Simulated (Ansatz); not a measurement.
## CH$_{2}$FGaOS: single-point calculation

- system: CH$_{2}$FGaOS
- method: RKS PBE0-D4/def2-TZVPP (Ansatz 0.2.0)

The geometry comes from this level: PBE0-D4/def2-TZVP.

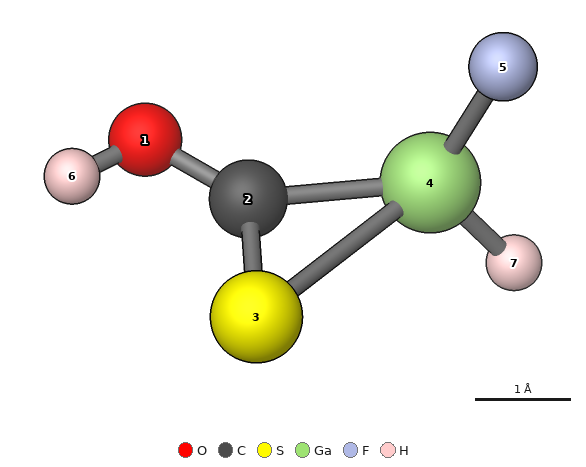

Figure 1. The input geometry (ball-and-stick view, seen at a tilt; atoms are numbered from 1 in the order of the input). Sticks mark near contacts. Bond lengths as drawn: C–Ga 1.96 Å, C–O 1.31 Å, C–S 1.64 Å, F–Ga 1.76 Å, Ga–H 1.54 Å, Ga–S 2.71 Å and H–O 0.98 Å.

### Results in brief

| quantity | value |
| --- | --- |
| outcome | converged |
| total energy | −69033.9541 eV |
| mean-field energy | −69033.8021 eV |
| dispersion energy | −0.1520 eV |
| SCF solution under orbital rotations | stable |
| HOMO | −7.41 eV |
| LUMO | −2.21 eV |
| hardware | 4 threads of Arm Neoverse V1, 23 GiB of memory available, shared host |
| wall time | 2.8 s (CPU time 10 s) |
| peak memory | 0.59 GiB |

### Input
```yaml
crystal:
  periodic: [false, false, false]
  atoms:
    - {symbol: O, position_ang: [-0.340455, -0.159093, 1.813485]}
    - {symbol: C, position_ang: [0.141425, -0.220298, 0.598478]}
    - {symbol: S, position_ang: [1.632976, -0.750153, 0.169253]}
    - {symbol: Ga, position_ang: [-0.482801, 0.274148, -1.187577]}
    - {symbol: F, position_ang: [-0.229915, 1.975635, -1.545730]}
    - {symbol: H, position_ang: [0.331892, -0.478619, 2.443473]}
    - {symbol: H, position_ang: [-1.053122, -0.641620, -2.291373]}
basis:
  gaussian: {orbitals: def2-TZVPP}
hamiltonian: {xc: pbe0, dispersion: d4}
output: {orbitals: {seedname: orbitals}}
```

Command:
```bash
ansatz run in.yaml --threads 4 --pin off --events-out ev --progress --plain --max-ram 10444MiB
```

### What the program printed
```
Functional definition: PBE0
  name "PBE0"
  cite "Adamo & Barone, J. Chem. Phys. 110, 6158 (1999) doi:10.1063/1.478522"
  cite "Perdew, Burke & Ernzerhof, Phys. Rev. Lett. 77, 3865 (1996) doi:10.1103/PhysRevLett.77.3865"
  parent pbe
  parameter a = 0.25
  parameter kappa = 0.804
  parameter beta = 0.06672455060314922
  exchange = (1 - a)*pbe_x(kappa = kappa, mu = beta*pi^2/3) + a*exact_x
  correlation = pbe_c(beta = beta)
1333 factors; their error is unknown
mean field evaluation 1: about -69027.4551 eV, gradient 6.2e1 eV
mean field evaluation 2: about -69012.1641 eV, gradient 1.1e2 eV
mean field evaluation 4: about -69033.5492 eV, gradient 5.0e0 eV
mean field evaluation 8: about -69033.5882 eV, gradient 1.8e-1 eV
mean field evaluation 16: about -69033.8021 eV, gradient 2.8e-4 eV
mean field -69033.80210547 eV, -2536.9454345844 hartree, gradient 7.8e-5 eV, S^2 0.000000; 0 other end points of the search recorded, 0 dependent functions left out
reference -69033.80213384 eV, -2536.9454356268 hartree; 36, 36 occupied and 175, 175 virtual orbitals, 1333 factors
Total energy: -69033.95414547 eV, -2536.9510219514 hartree
```

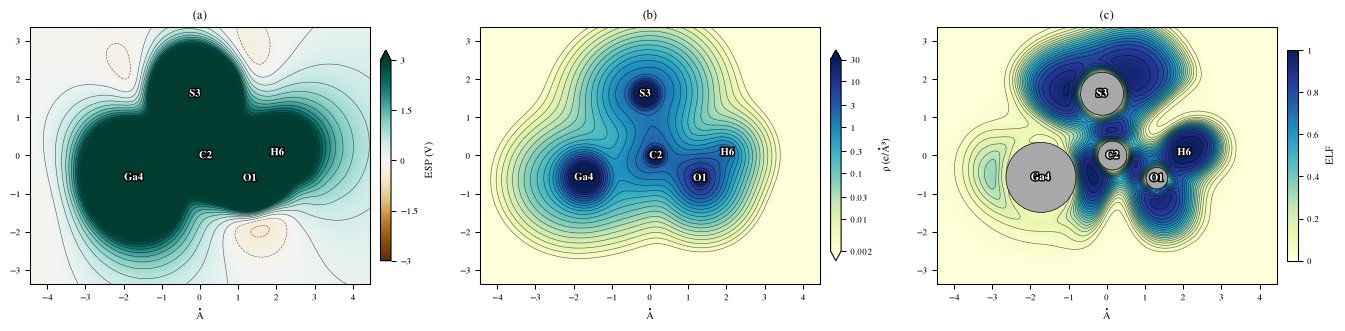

Figure 2. (a) electrostatic potential; (b) total electron density; (c) electron localisation function on the plane of atoms C2, Ga4 and S3. Grey discs, where drawn, cover atomic cores. Atoms in the plane: O, C, S, Ga and H. Ga–S (2.71 Å): ρ at the midpoint is about 0.33 e/Å³; the ELF peaks at about 0.60 in the valence shell of S, 0.8 Å from its nucleus, and is about 0.25 at the midpoint. O–H (0.98 Å): ρ is about 3.8 e/Å³ halfway, with its minimum of 2.4 e/Å³ about 0.8 Å from O; the ELF climbs to about 1 towards the hydrogen, as it does in any bond to H; a covalent bond by its length.

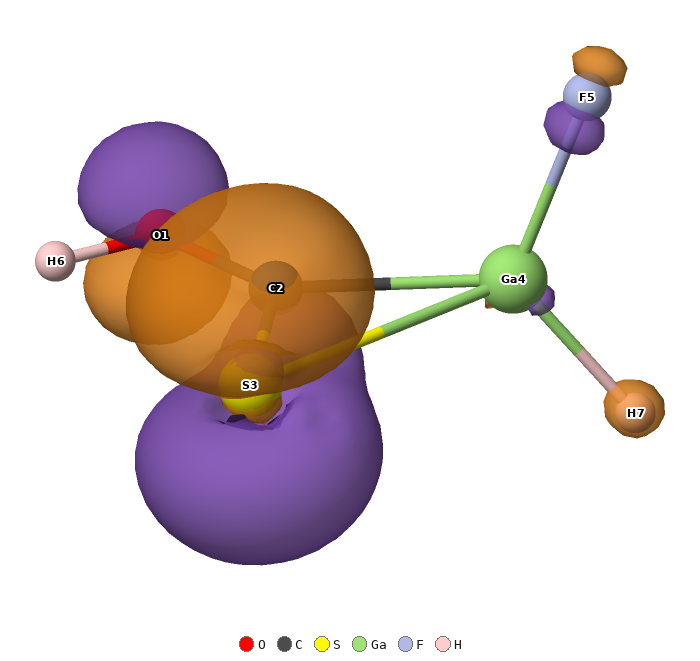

Figure 3. One frontier orbital at ±0.15 Å⁻³ᐟ² (orange and purple are the two phases), seen face on. The HOMO−1, at −8.53 eV.

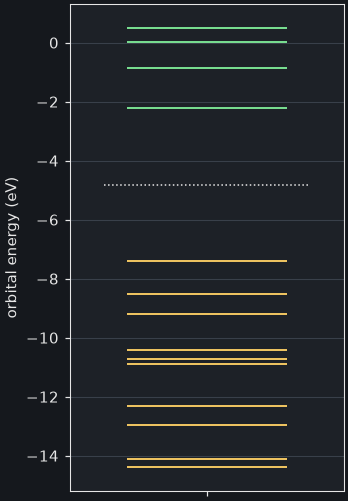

Figure 4. Orbital energies near the frontier; the dotted line parts filled from empty levels, and levels within 0.02 eV of each other stand side by side. Highest filled −7.41 eV, lowest empty −2.21 eV, 5.20 eV apart.
